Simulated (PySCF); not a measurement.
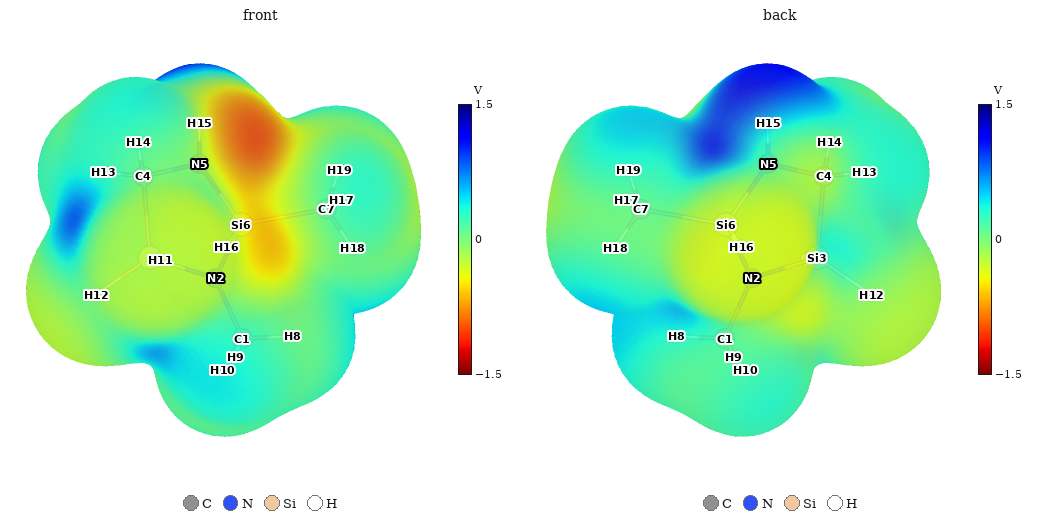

Figure 1: C3H12N2Si2. The molecular electrostatic potential painted on the density surface at 0.001 e/bohr³, seen from the front and from behind; the colour scale runs from red (negative) to blue (positive).

Geometry: GFN2-xTB.

Theory: PySCF 2.14.0, CAM-B3LYP/def2-SVPD, SCF density, gas phase.

```xyz
19

C    -0.5542    2.1217    0.4433
N    -0.5240    0.6959    0.2394
Si   -1.8737   -0.1844   -0.3617
C    -1.0866   -1.9167   -0.2816
N     0.3184   -1.7397    0.0227
Si    0.8059   -0.2893    0.7902
C     2.4862    0.2990    0.1499
H     0.4479    2.5374    0.3431
H    -1.2039    2.5929   -0.2939
H    -0.9311    2.3771    1.4389
H    -2.2095    0.2467   -1.7247
H    -3.0633   -0.1018    0.5002
H    -1.5827   -2.5291    0.4808
H    -1.1887   -2.4558   -1.2273
H     0.8218   -2.6021    0.1531
H     0.8170   -0.2998    2.2710
H     2.4786    0.4675   -0.9220
H     2.7779    1.2247    0.6343
H     3.2542   -0.4349    0.3672
```

> Where is the surface potential most negative and most positive?

The most negative region (about −0.9 V) lies over N5, the most positive (about +1.1 V) over H15.

> How polar is the molecule by this calculation?

Its dipole moment is 0.55 D.
